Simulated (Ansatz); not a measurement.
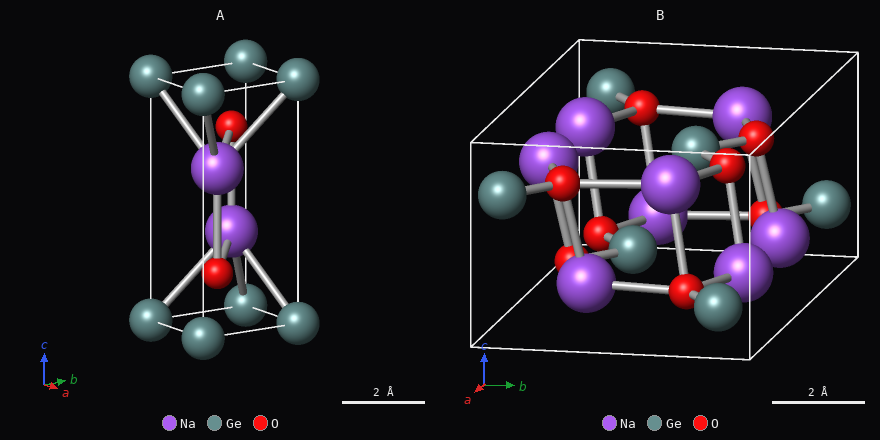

Two structures of Na2GeO2, each relaxed to rest (conventional cells in solid outline, small ones repeated, not to one scale). Method: DFT PBE, scalar-relativistic, plane waves, PAW in Ansatz, without spin polarisation.

> Which structures are these?

A: CaAl₂Si₂ type, P-3m1. B: 20 atoms a cell on a base-centred orthorhombic lattice, Cmcm.

> Which has the lower energy, and by how much?

B is lower, by 522 meV/atom at this level of theory (energies at zero smearing). Volumes: A 14.1, B 15.8 Å³/atom.

One or both may be structure types tried for this composition rather than known phases.
